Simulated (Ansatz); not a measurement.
Nudged elastic band of C2H2FSi

System: C2H2FSi, multiplicity 2, SMILES C=C=[Si]F.
Method: UKS PBE0-D4/def2-SVP (Ansatz 0.2.0).

It belongs to a series of runs on one base structure; here: band between the two ends. Figures and captions count atoms from 1; the log counts them from 0 in places.

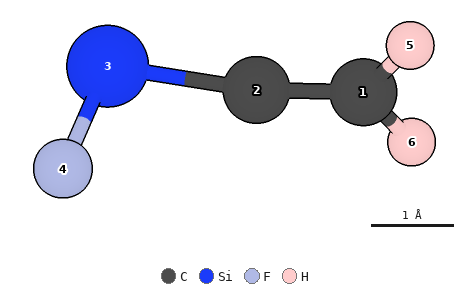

Fig. 1: The starting structure (ball-and-stick view, seen at a tilt; atoms are numbered from 1 in the order of the input).

The input:
```yaml
crystal:
  periodic: [false, false, false]
  atoms:
    - { symbol: C, position_ang: [-0.025063, 1.126237, 0.297694] }
    - { symbol: C, position_ang: [-0.187746, -0.117228, -0.072868] }
    - { symbol: Si, position_ang: [-0.691393, -1.830259, -0.563328] }
    - { symbol: F, position_ang: [0.793156, -2.535074, -0.588559] }
    - { symbol: H, position_ang: [-0.096487, 1.433411, 1.352161] }
    - { symbol: H, position_ang: [0.207524, 1.922902, -0.4251] }
magnetization:
  spin_polarized: true
  initial_magnetization: 1
basis:
  gaussian: { orbitals: def2-SVP }
hamiltonian:
  xc: pbe0
  dispersion: d4
neb:
  order_check: false
  images: 9
  f_tol: 0.03
  max_iterations: 52
  final_atoms:
    - { symbol: C, position_ang: [-0.05225755, 1.12598099, 0.29627993] }
    - { symbol: C, position_ang: [0.19224174, -0.12761445, 0.0157169] }
    - { symbol: Si, position_ang: [0.80251258, -1.8439428, -0.32051045] }
    - { symbol: F, position_ang: [-0.60689162, -2.51951421, -0.83014751] }
    - { symbol: H, position_ang: [-0.38563524, 1.4435797, 1.29595404] }
    - { symbol: H, position_ang: [0.05002108, 1.92149977, -0.45729291] }
  initial_path:
    images:
      - { positions_ang: [[-0.025063, 1.126237, 0.297694], [-0.187746, -0.117228, -0.072868], [-0.691393, -1.830259, -0.563328], [0.793156, -2.535074, -0.588559], [-0.096487, 1.433411, 1.352161], [0.207524, 1.922902, -0.4251]] }
      - { positions_ang: [[-0.02010171, 1.11960124, 0.2967435], [-0.0865828, -0.10121953, -0.11437718], [-0.65309087, -1.77570942, -0.615636], [0.7259901, -2.57657343, -0.51660629], [-0.06225114, 1.41138415, 1.35228388], [0.09602742, 1.92250601, -0.4024079]] }
      - { positions_ang: [[-0.01514041, 1.11296547, 0.295793], [0.01458039, -0.08521106, -0.15588637], [-0.61478874, -1.72115985, -0.667944], [0.65882421, -2.61807287, -0.44465359], [-0.02801528, 1.38935729, 1.35240676], [-0.01546916, 1.92211001, -0.37971581]] }
      - { positions_ang: [[-0.01017912, 1.10632971, 0.29484251], [0.11574359, -0.06920259, -0.19739555], [-0.57648661, -1.66661027, -0.720252], [0.59165831, -2.6595723, -0.37270088], [0.00622058, 1.36733044, 1.35252963], [-0.12696575, 1.92171402, -0.35702371]] }
      - { positions_ang: [[-0.00521782, 1.09969395, 0.29389201], [0.21690678, -0.05319413, -0.23890473], [-0.53818449, -1.61206069, -0.77256], [0.52449242, -2.70107173, -0.30074817], [0.04045644, 1.34530358, 1.35265251], [-0.23846233, 1.92131802, -0.33433162]] }
      - { positions_ang: [[-0.00025653, 1.09305818, 0.29294151], [0.31806998, -0.03718566, -0.28041392], [-0.49988236, -1.55751111, -0.824868], [0.45732652, -2.74257117, -0.22879546], [0.0746923, 1.32327673, 1.35277539], [-0.34995891, 1.92092203, -0.31163952]] }
      - { positions_ang: [[-0.01065673, 1.09964274, 0.2936092], [0.29290433, -0.05527142, -0.22118775], [-0.23940337, -1.61479745, -0.72399649], [0.24448289, -2.69795978, -0.34906587], [-0.01737321, 1.34733732, 1.34141112], [-0.26996291, 1.92103757, -0.3407702]] }
      - { positions_ang: [[-0.02105694, 1.1062273, 0.29427688], [0.26773868, -0.07335717, -0.16196159], [0.02107562, -1.67208379, -0.62312498], [0.03163926, -2.65334838, -0.46933628], [-0.10943872, 1.37139792, 1.33004685], [-0.18996691, 1.92115312, -0.36990088]] }
      - { positions_ang: [[-0.03145714, 1.11281187, 0.29494456], [0.24257304, -0.09144293, -0.10273543], [0.28155461, -1.72937013, -0.52225347], [-0.18120436, -2.60873699, -0.58960669], [-0.20150423, 1.39545851, 1.31868258], [-0.10997092, 1.92126867, -0.39903156]] }
      - { positions_ang: [[-0.04185734, 1.11939643, 0.29561225], [0.21740739, -0.10952869, -0.04350926], [0.5420336, -1.78665647, -0.42138196], [-0.39404799, -2.5641256, -0.7098771], [-0.29356974, 1.41951911, 1.30731831], [-0.02997492, 1.92138422, -0.42816223]] }
      - { positions_ang: [[-0.05225755, 1.12598099, 0.29627993], [0.19224174, -0.12761445, 0.0157169], [0.80251258, -1.8439428, -0.32051045], [-0.60689162, -2.51951421, -0.83014751], [-0.38563524, 1.4435797, 1.29595404], [0.05002108, 1.92149977, -0.45729291]] }
```

Command:
```bash
ansatz run input.yaml --threads 1 --pin off --max-ram 2048MiB --backend cpu --events-out ev --progress --plain --runs-dir out
```

Log:
```
Engine: ansatz 0.2.0, aarch64-unknown-linux-gnu
Functional definition: PBE0
  parameter a = 0.25
  parameter kappa = 0.804
  parameter beta = 0.06672455060314922
  exchange = (1 - a)*pbe_x(kappa = kappa, mu = beta*pi^2/3) + a*exact_x
  correlation = pbe_c(beta = beta)
749 factors; integrals over basis functions are off by at most 3.6e-4 eV
mean field evaluation 1: about -12675.1848 eV, gradient 3.8e1 eV
mean field evaluation 2: about -12635.7472 eV, gradient 7.8e1 eV
mean field evaluation 4: about -12683.4470 eV, gradient 1.1e1 eV
mean field evaluation 8: about -12684.1372 eV, gradient 4.3e-1 eV
mean field evaluation 16: about -12684.1628 eV, gradient 1.4e-2 eV
mean field evaluation 32: about -12683.9377 eV, gradient 1.8e0 eV
mean field -12684.16284811 eV, -466.1343870335 hartree, gradient 5.6e-5 eV, S^2 0.760790; 2 other end points of the search recorded, 0 dependent functions left out
the calculation of the forces begins
reference -12684.16287241 eV, -466.1343879268 hartree; 19, 18 occupied and 51, 52 virtual orbitals, 749 factors
749 factors; integrals over basis functions are off by at most 3.7e-4 eV
mean field evaluation 64: about -12684.1629 eV, gradient 2.7e-5 eV
mean field -12684.16292123 eV, -466.1343897206 hartree, gradient 2.7e-5 eV, S^2 0.760351; 2 other end points of the search recorded, 0 dependent functions left out
[... from here on the field's lines of each further geometry are left out, up to the last ...]
NEB iter   1: max|band force component| = 1.559e2 eV/Å  barrier→ = 28.7476 eV  barrier← = 28.7477 eV  Δτ_max = 0.1860 Å  (742 SCF iters)
NEB iter   2: max|band force component| = 9.760e1 eV/Å  barrier→ = 17.7945 eV  barrier← = 17.7946 eV  Δτ_max = 0.1980 Å  (471 SCF iters)
NEB iter   3: max|band force component| = 4.246e1 eV/Å  barrier→ = 8.0610 eV  barrier← = 8.0610 eV  Δτ_max = 0.1899 Å  (459 SCF iters)
NEB iter   4: max|band force component| = 1.878e1 eV/Å  barrier→ = 3.5135 eV  barrier← = 3.5135 eV  Δτ_max = 0.1980 Å  (425 SCF iters)
NEB iter   5: max|band force component| = 6.856e0 eV/Å  barrier→ = 1.5102 eV  barrier← = 1.5103 eV  Δτ_max = 0.2000 Å  (422 SCF iters)
NEB iter   6: max|band force component| = 5.365e0 eV/Å  barrier→ = 1.3560 eV  barrier← = 1.3560 eV  Δτ_max = 0.1967 Å  (424 SCF iters)
NEB iter   7: max|band force component| = 2.555e0 eV/Å  barrier→ = 0.2926 eV  barrier← = 0.2926 eV  Δτ_max = 0.1576 Å  (391 SCF iters)
NEB iter   8: max|band force component| = 1.853e0 eV/Å  barrier→ = 0.2323 eV  barrier← = 0.2323 eV  Δτ_max = 0.1186 Å  (380 SCF iters)
NEB iter   9: max|band force component| = 8.364e-1 eV/Å  barrier→ = 0.2258 eV  barrier← = 0.2259 eV  Δτ_max = 0.2000 Å  (364 SCF iters)
NEB iter  10: max|band force component| = 2.810e0 eV/Å  barrier→ = 0.8227 eV  barrier← = 0.8227 eV  Δτ_max = 0.1018 Å  (398 SCF iters)
NEB iter  11: max|band force component| = 1.173e0 eV/Å  barrier→ = 0.2390 eV  barrier← = 0.2390 eV  Δτ_max = 0.1675 Å  (373 SCF iters)
NEB iter  12: max|band force component| = 7.481e-1 eV/Å  barrier→ = 0.2256 eV  barrier← = 0.2257 eV  Δτ_max = 0.1877 Å  (377 SCF iters)
NEB iter  13: max|band force component| = 3.083e0 eV/Å  barrier→ = 0.8271 eV  barrier← = 0.8272 eV  Δτ_max = 0.1033 Å  (383 SCF iters)
NEB iter  14: max|band force component| = 1.328e0 eV/Å  barrier→ = 0.2154 eV  barrier← = 0.2154 eV  Δτ_max = 0.2000 Å  (361 SCF iters)
NEB iter  15: max|band force component| = 1.939e0 eV/Å  barrier→ = 0.2268 eV  barrier← = 0.2269 eV  Δτ_max = 0.0999 Å  (382 SCF iters)
NEB iter  16: max|band force component| = 1.771e0 eV/Å  barrier→ = 0.2210 eV  barrier← = 0.2211 eV  Δτ_max = 0.0504 Å  (371 SCF iters)
NEB iter  17: max|band force component| = 6.666e-1 eV/Å  barrier→ = 0.2203 eV  barrier← = 0.2204 eV  Δτ_max = 0.0998 Å  (362 SCF iters)
NEB iter  18: max|band force component| = 4.356e-1 eV/Å  barrier→ = 0.2199 eV  barrier← = 0.2199 eV  CI = image 5  Δτ_max = 0.0976 Å  (360 SCF iters)
NEB iter  19: max|band force component| = 4.414e0 eV/Å  barrier→ = 0.4205 eV  barrier← = 0.4205 eV  CI = image 1  Δτ_max = 0.0497 Å  (370 SCF iters)
NEB iter  20: max|band force component| = 1.381e0 eV/Å  barrier→ = 0.2199 eV  barrier← = 0.2200 eV  CI = image 5  Δτ_max = 0.0565 Å  (364 SCF iters)
NEB iter  21: max|band force component| = 3.313e-1 eV/Å  barrier→ = 0.2204 eV  barrier← = 0.2205 eV  CI = image 5  Δτ_max = 0.0111 Å  (370 SCF iters)
NEB iter  22: max|band force component| = 3.817e-2 eV/Å  barrier→ = 0.2203 eV  barrier← = 0.2203 eV  CI = image 5  Δτ_max = 0.0096 Å  (330 SCF iters)
NEB iter  23: max|band force component| = 5.625e-2 eV/Å  barrier→ = 0.2202 eV  barrier← = 0.2203 eV  CI = image 5  Δτ_max = 0.0048 Å  (292 SCF iters)
NEB iter  24: max|band force component| = 9.392e-2 eV/Å  barrier→ = 0.2202 eV  barrier← = 0.2203 eV  CI = image 5  Δτ_max = 0.0024 Å  (281 SCF iters)
the calculation of the forces begins
reference -12684.15803332 eV, -466.1342100934 hartree; 19, 18 occupied and 51, 52 virtual orbitals, 749 factors
749 factors; integrals over basis functions are off by at most 4.5e-4 eV
mean field evaluation 2176: about -12683.9415 eV, gradient 2.2e-2 eV
mean field -12683.94153794 eV, -466.1262540350 hartree, gradient 2.9e-5 eV, S^2 0.765332; 3 other end points of the search recorded, 0 dependent functions left out
the calculation of the forces begins
reference -12683.94156115 eV, -466.1262548879 hartree; 19, 18 occupied and 51, 52 virtual orbitals, 749 factors
NEB iter  25: max|band force component| = 1.922e-2 eV/Å  barrier→ = 0.2202 eV  barrier← = 0.2203 eV  CI = image 5  Δτ_max = 0.0000 Å  (697 SCF iters)
```

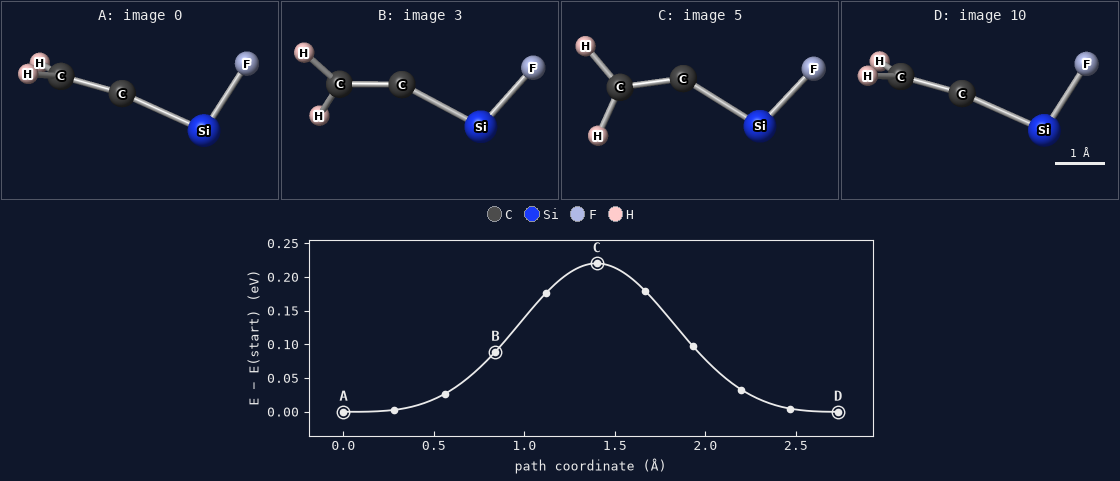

Fig. 2: Images of the last band (counted from 0; ball-and-stick, seen on its broad side) above the energy along the path; the line is a cubic interpolation that uses the forces. The highest image is number 5, 0.220 eV above the start and 0.220 eV above the end (the climbing image); start and end have the same energy. The path is 2.73 Å long. The band converged in 25 iterations.

```
Total energy: -12684.03422920 eV, -466.1296603758 hartree
Atom 0 at    -0.031315     1.118164     0.355151 Å, force    -0.001442    -0.001280     0.002291 eV/Å
Atom 1 at     0.108978    -0.186450     0.181853 Å, force     0.001259     0.001930    -0.000801 eV/Å
Atom 2 at    -0.222875    -1.496838    -1.085469 Å, force    -0.000759    -0.000331    -0.001668 eV/Å
Atom 3 at     0.329800    -2.835924    -0.325490 Å, force     0.000218    -0.001005     0.001025 eV/Å
Atom 4 at     0.288535     1.619849     1.281832 Å, force     0.000255     0.000332    -0.000457 eV/Å
Atom 5 at    -0.473133     1.781187    -0.407876 Å, force     0.000470     0.000354    -0.000390 eV/Å
Dipole moment:    -0.091720     0.452671    -0.038192 e Å
this run last wrote the band of iteration 25 to [file]
```

The last band as extended XYZ (Å, eV, eV/Å):
```
6
Properties=species:S:1:pos:R:3:forces:R:3 image=0 energy=-12684.25444
C    -0.0251    1.1262    0.2977    0.0028   0.0082   0.0099
C    -0.1877   -0.1172   -0.0729    0.0041  -0.0039  -0.0051
Si   -0.6914   -1.8303   -0.5633   -0.0029  -0.0004  -0.0023
F     0.7932   -2.5351   -0.5886    0.0000   0.0006   0.0019
H    -0.0965    1.4334    1.3522   -0.0003  -0.0005  -0.0015
H     0.2075    1.9229   -0.4251   -0.0037  -0.0040  -0.0028
6
Properties=species:S:1:pos:R:3:forces:R:3 image=1 energy=-12684.25173
C    -0.0272    1.1267    0.3143    0.0104   0.0067  -0.0165
C    -0.1671   -0.1349   -0.0057   -0.0107   0.0013   0.0096
Si   -0.6438   -1.7658   -0.7302    0.0019  -0.0174   0.0141
F     0.7524   -2.5995   -0.4947   -0.0041   0.0263  -0.0097
H    -0.0044    1.4601    1.3631   -0.0108  -0.0115  -0.0071
H     0.0900    1.9134   -0.4469    0.0133  -0.0055   0.0096
6
Properties=species:S:1:pos:R:3:forces:R:3 image=2 energy=-12684.22803
C    -0.0219    1.1319    0.3295   -0.0033   0.0013  -0.0018
C    -0.0846   -0.1539    0.0751   -0.0494   0.0049  -0.0332
Si   -0.5769   -1.6864   -0.8116   -0.0516  -0.0414   0.0567
F     0.6689   -2.6992   -0.4786    0.0536   0.0418  -0.0249
H     0.0762    1.5194    1.3548   -0.0185  -0.0213   0.0049
H    -0.0617    1.8882   -0.4691    0.0692   0.0148  -0.0018
6
Properties=species:S:1:pos:R:3:forces:R:3 image=3 energy=-12684.16554
C    -0.0221    1.1317    0.3421    0.0013   0.0074  -0.0123
C     0.0056   -0.1653    0.1196   -0.0693   0.0141  -0.0474
Si   -0.4762   -1.6075   -0.9073   -0.1295  -0.0692   0.1137
F     0.5667   -2.7776   -0.4344    0.1208   0.0429  -0.0610
H     0.1260    1.5596    1.3452   -0.0580  -0.0323   0.0203
H    -0.2000    1.8592   -0.4652    0.1348   0.0371  -0.0133
6
Properties=species:S:1:pos:R:3:forces:R:3 image=4 energy=-12684.07827
C    -0.0223    1.1248    0.3501    0.0056   0.0090  -0.0070
C     0.0763   -0.1782    0.1582   -0.0322   0.0060  -0.0211
Si   -0.3738   -1.5433   -0.9966   -0.1552  -0.0525   0.0918
F     0.4555   -2.8148   -0.3870    0.1263   0.0234  -0.0579
H     0.2173    1.5945    1.3165   -0.0687  -0.0234   0.0306
H    -0.3530    1.8170   -0.4412    0.1243   0.0375  -0.0364
6
Properties=species:S:1:pos:R:3:forces:R:3 image=5 energy=-12684.03421
C    -0.0313    1.1182    0.3552   -0.0014  -0.0013   0.0023
C     0.1090   -0.1865    0.1819    0.0013   0.0019  -0.0008
Si   -0.2229   -1.4968   -1.0855   -0.0008  -0.0003  -0.0017
F     0.3298   -2.8359   -0.3255    0.0002  -0.0010   0.0010
H     0.2885    1.6198    1.2818    0.0003   0.0003  -0.0005
H    -0.4731    1.7812   -0.4079    0.0005   0.0004  -0.0004
6
Properties=species:S:1:pos:R:3:forces:R:3 image=6 energy=-12684.07455
C    -0.0599    1.1194    0.3613   -0.0118   0.0038   0.0017
C     0.0550   -0.1822    0.1673    0.0141   0.0155  -0.0349
Si    0.1547   -1.4751   -1.1446    0.1820  -0.0045  -0.0040
F     0.0685   -2.8627   -0.2827   -0.1356  -0.0142   0.0168
H     0.1124    1.5820    1.3454    0.0767  -0.0044  -0.0100
H    -0.3307    1.8185   -0.4467   -0.1254   0.0038   0.0304
6
Properties=species:S:1:pos:R:3:forces:R:3 image=7 energy=-12684.15749
C    -0.0689    1.1278    0.3480   -0.0083   0.0079  -0.0092
C     0.0241   -0.1661    0.1229    0.0586   0.0241  -0.0521
Si    0.5273   -1.5377   -0.9873    0.1618  -0.0553   0.0916
F    -0.2657   -2.8330   -0.3768   -0.1386   0.0239  -0.0442
H    -0.1359    1.5451    1.3641    0.0688  -0.0258   0.0126
H    -0.0809    1.8638   -0.4709   -0.1422   0.0252   0.0012
6
Properties=species:S:1:pos:R:3:forces:R:3 image=8 energy=-12684.22162
C    -0.0700    1.1277    0.3412   -0.0075   0.0017  -0.0028
C     0.0757   -0.1512    0.0834    0.0561   0.0120  -0.0267
Si    0.7169   -1.6250   -0.8048    0.0659  -0.0456   0.0636
F    -0.4487   -2.7446   -0.5310   -0.0663   0.0410  -0.0319
H    -0.2585    1.5005    1.3594    0.0282  -0.0231   0.0052
H    -0.0154    1.8926   -0.4483   -0.0765   0.0141  -0.0075
6
Properties=species:S:1:pos:R:3:forces:R:3 image=9 energy=-12684.24963
C    -0.0619    1.1276    0.3134    0.0010  -0.0200  -0.0066
C     0.1425   -0.1410    0.0600    0.0222   0.0188  -0.0077
Si    0.8126   -1.7494   -0.5467    0.0108  -0.0161   0.0205
F    -0.5751   -2.6167   -0.6804   -0.0150   0.0166  -0.0110
H    -0.3811    1.4732    1.3081    0.0037   0.0013   0.0034
H     0.0630    1.9063   -0.4544   -0.0227  -0.0007   0.0014
6
Properties=species:S:1:pos:R:3:forces:R:3 image=10 energy=-12684.25450
C    -0.0523    1.1260    0.2963    0.0023   0.0064   0.0045
C     0.1922   -0.1276    0.0157    0.0020  -0.0127  -0.0029
Si    0.8025   -1.8439   -0.3205   -0.0126   0.0036  -0.0014
F    -0.6069   -2.5195   -0.8301    0.0099   0.0050   0.0032
H    -0.3856    1.4436    1.2960    0.0001  -0.0016  -0.0032
H     0.0500    1.9215   -0.4573   -0.0016  -0.0006  -0.0003
```

Results in brief:

| quantity | value |
| --- | --- |
| outcome | converged |
| barrier, forward | 0.220 eV |
| barrier, backward | 0.220 eV |
| hardware | 1 thread of Arm Neoverse N1, 98 GiB of memory available, shared host |
| wall time | 23 min |
| peak memory | 0.18 GiB |

Notes:

The order of the saddle point was not checked.
